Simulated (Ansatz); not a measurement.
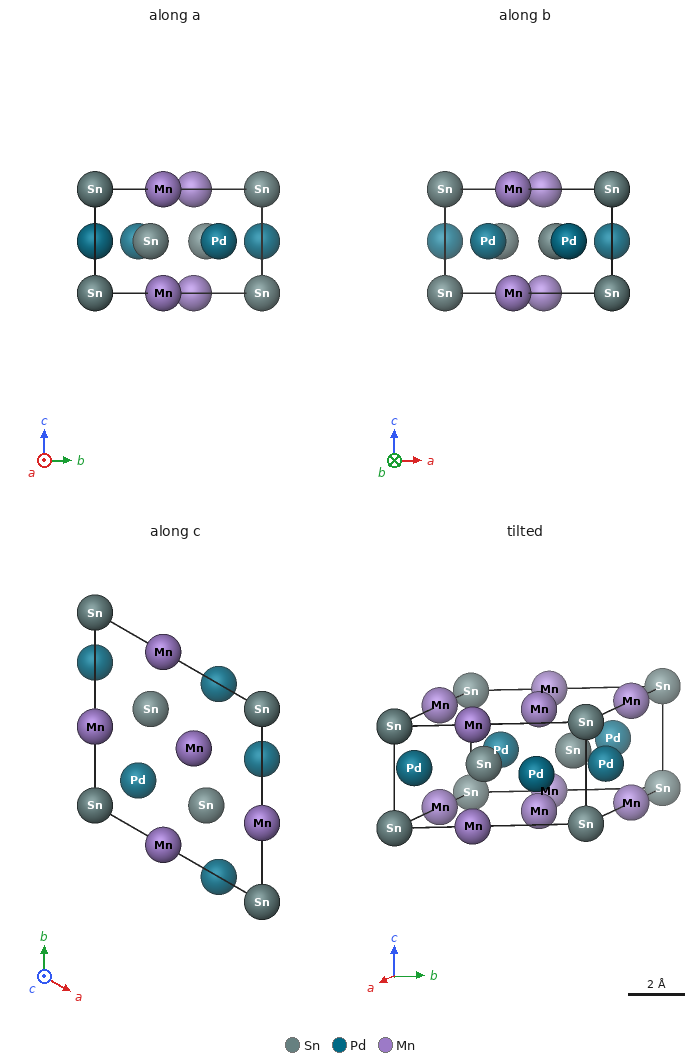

This spheres-only model is shown along the a axis, along the b axis, along the c axis and slightly off an axis. The parallelepiped is the conventional unit cell.

Lattice parameters: a = 6.9284 Å, b = 6.9284 Å, c = 3.7329 Å, α = 90.000°, β = 90.000°, γ = 120.000°.

> Turn the picture into a CIF with its space group and independent sites, with free fractional coordinates to two decimals.

```cif
data_structure
_symmetry_space_group_name_H-M 'P -6 2 m'
_symmetry_Int_Tables_number 189
_cell_length_a 6.9284
_cell_length_b 6.9284
_cell_length_c 3.7329
_cell_angle_alpha 90.000
_cell_angle_beta 90.000
_cell_angle_gamma 120.000
_cell_volume 155.18
loop_
_atom_site_label
_atom_site_type_symbol
_atom_site_symmetry_multiplicity
_atom_site_Wyckoff_symbol
_atom_site_fract_x
_atom_site_fract_y
_atom_site_fract_z
_atom_site_occupancy
Sn1 Sn 2 d 0.6667 0.3333 0.50 1
Sn2 Sn 1 a 0.00 0.00 0.00 1
Pd1 Pd 3 g 0.00 0.74 0.50 1
Mn1 Mn 3 f 0.00 0.41 0.00 1
```

The model is a generated cell, made by putting these elements into a known structure type (the compound may or may not exist in this form); its atoms and cell weren't optimised. It was the input of a calculation with Ansatz.

At this level of theory the cell isn't at rest (stretched, at -13 GPa), so its distances can differ from those at equilibrium, the more so the softer the solid.
